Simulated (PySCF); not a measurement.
```xyz
17

C     2.9503   -0.0462    0.1673
C     1.8593   -0.6121    0.5140
C     0.5088   -0.0734    0.3554
C     0.0437    1.2673    0.1241
C    -1.2738    1.2325    0.0260
N    -1.7431   -0.0980    0.2916
Si   -3.4036   -0.5860    0.2872
C    -0.6369   -0.8182    0.4731
H     3.8644   -0.5125    0.2969
H     3.0703    0.9617   -0.3050
H     1.8052   -1.6085    0.8053
H     0.5717    2.1869    0.0619
H    -1.8921    2.0704   -0.2562
H    -3.7390   -0.7971    1.7069
H    -3.5321   -1.8548   -0.5114
H    -4.0872    0.5753   -0.2730
H    -0.7008   -1.8316    0.6186
```

Geometry: GFN2-xTB, MD frame at 250 fs, 400 K.

All numbers below come from PBE0/pcSseg-1, SCF density, gas phase, non-relativistic in PySCF 2.14.0.

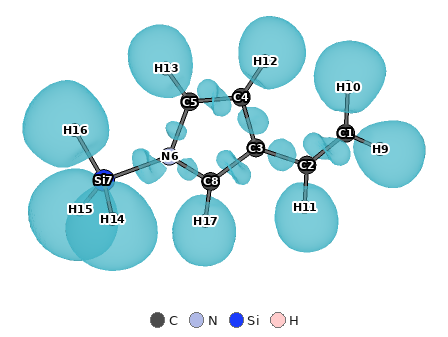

C6H9NSi (SMILES C=Cc1ccn([SiH3])c1). Isosurface of the ELF at 0.85 (cyan), seen at a tilt. Core shells and regions of very low density are left out.

Question: Where are the electrons localised?

Answer: At this value the surface marks out five regions between bonded C–C atoms (shared pairs), two regions between bonded C–N atoms (shared pairs), one region between bonded N–Si atoms (shared pairs) and nine regions around hydrogen nuclei. Along the contacts the grid gives the following. C–C (1.28 Å): the ELF peaks at about 0.90 between the atoms: a short, multiple covalent bond. C–N (1.33 Å): the ELF peaks at about 0.90 between the atoms; a covalent bond.
